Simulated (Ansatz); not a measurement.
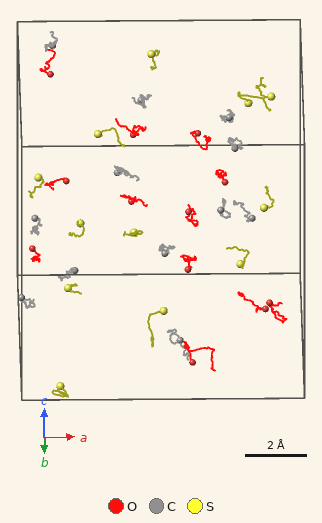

First-principles dynamics of a periodic cell with 12 OCS at 1.502 g/cm³, 450 fs long. Lines trace each atom's path, in the colour of its element; spheres stand at the starting positions. Seen from a free direction in the simulation cell.

Method: DFT PBEsol, scalar-relativistic, plane waves, PAW (Ansatz). Set-up: plane-wave cutoff 420 eV; k-point mesh 1 × 1 × 1; Fermi-Dirac smearing 0.05 eV; low-accuracy preset; Langevin thermostat (NVT); set temperature 400 K; time step 1.5 fs; friction 0.02 per fs.

### What do the traces tell about the motion?

In the second half of the run the atoms are, in the root-mean-square, this far from where they began (common drift taken out): S 0.70 Å, O 0.59 Å, C 0.44 Å. The heavy atoms stay within a fraction of a molecule's size of their starting places; so short a run doesn't tell a liquid from a solid. The mean temperature in the second half is 410 K (standard deviation 59 K). The potential energy in the second half lies on average 44.7 meV per atom above the first frame.

Limits of the set-up: the program's low-accuracy preset was used.

The run took 19 min on 2 threads of Intel(R) Xeon(R) Platinum 8259CL CPU @ 2.50GHz (Skylake/Cascade Lake) (shared host), peak memory 0.8 GiB.
